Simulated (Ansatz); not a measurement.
System: Cs₂Ru.

Calculation (Ansatz 0.2.0): a formula put on the sites of a structure type, uncorrected energy per atom over the elements' standard states (H N O F Cl as gases), plane-wave PAW DFT, cell and atoms relaxed at 0 K and 0 GPa, spin start parallel or as listed, metals to 4 meV/atom. Level: PBE, no spin polarisation.

- wave cutoff: 420 eV

The names give the starting types; a cell can relax into another structure.

Predict the formation energy of each starting structure type. The cases: marcasite type; cubic Laves (C15); AlB2 type.

The lowest is marcasite type, at 1.374 eV/atom; the next, AlB2 type, is 0.109 eV/atom higher. In rising order: marcasite type (1.374), AlB2 type (1.483), cubic Laves (C15) (1.999), in eV/atom. The volume per atom, in Å³, is 40.94 for marcasite type, 39.83 for cubic Laves (C15) and 36.30 for AlB2 type. The final space group number is 136 for marcasite type, 227 for cubic Laves (C15) and 191 for AlB2 type.

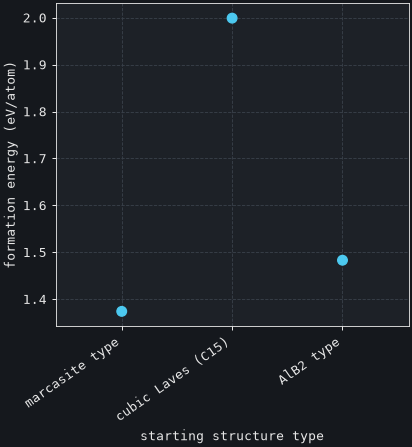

Limits of the calculation: no spin polarisation, a magnetic state may lie lower.
